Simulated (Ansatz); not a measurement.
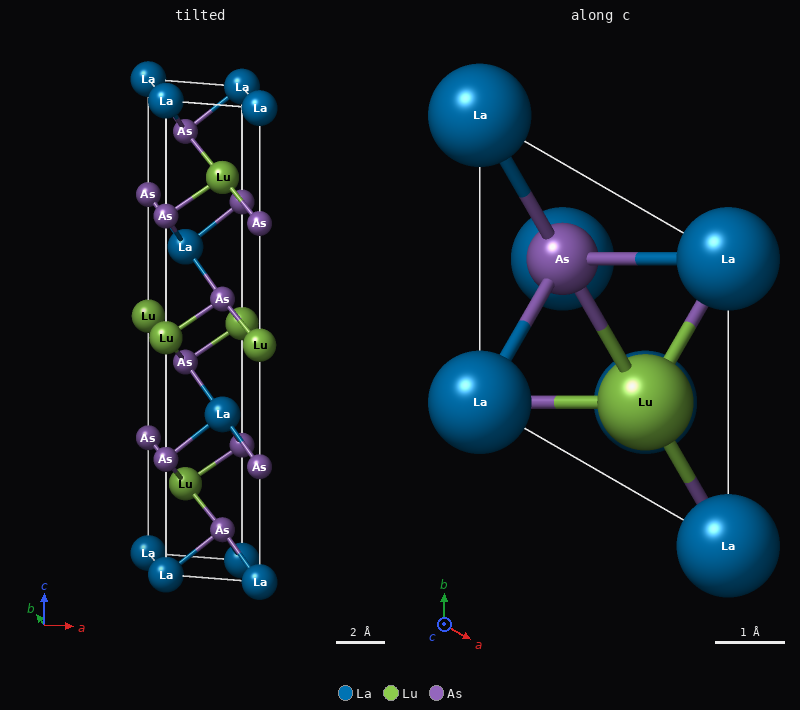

The crystal in a ball-and-stick representation, seen slightly off an axis and along the c axis. The edges of the conventional unit cell are marked.

LaLuAs$_{2}$, space group R-3m (No. 166), a = 4.206 Å, b = 4.206 Å, c = 20.525 Å, α = 90.00°, β = 90.00°, γ = 120.00°. It goes back to a structure type filled with these elements by a generator (whether the compound takes this form wasn't checked). Earlier steps of the study may have refined or changed the cell and positions. Ansatz was used for an electronic-structure calculation on it.

This one geometry was computed with Ansatz (DFT, plane waves, PAW) at three levels of theory: PBE with spin-orbit coupling, r2SCAN and PBE. It was relaxed beforehand with r2SCAN.

> How does the band gap change with the level of theory?

All levels give a metal.

> Collect the results in a table.

| level | cutoff (eV) | k-mesh of the run's cell | gap (eV) | pressure (GPa) |
| --- | --- | --- | --- | --- |
| PBE with spin-orbit coupling | 420 | 8×8×8 | metal | 0.1 |
| r2SCAN | 500 | 8×8×8 | metal | 0.0 |
| PBE | 420 | 8×8×8 | metal | 0.2 |

Gaps are taken on the k-mesh or band path of each run.
